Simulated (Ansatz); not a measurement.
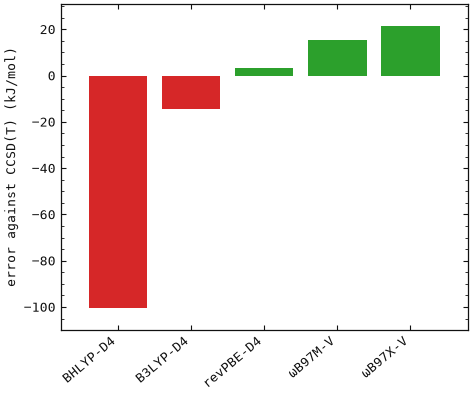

Error in the electronic atomisation energy (method less reference, so positive means overbinding) of CH₃FSSi, SMILES F[C@H]1[SiH2]S1: functionals in def2-TZVPP against frozen-core CCSD(T) at the limit (MP2 extrapolated from triple and quadruple zeta, plus CCSD(T) less MP2 in a smaller set), which gives 2345.5 kJ/mol, at a PBE0-D4/def2-TZVP geometry (a minimum by its frequencies), no zero-point or spin-orbit term, the Ansatz code. The reference leaves out core correlation, a term that grows with the number of heavy atoms.

### Which of these levels overbind, and which underbind?

Overbind: ωB97X-V. Underbind: BHLYP-D4. Within 20 kJ/mol of zero, too close to call in view of what the reference leaves out: B3LYP-D4, revPBE-D4 and ωB97M-V.

### Give the values.

```csv
level,kJ/mol
BHLYP-D4,−100.3
B3LYP-D4,−14.2
revPBE-D4,3.2
ωB97M-V,15.6
ωB97X-V,21.4
```
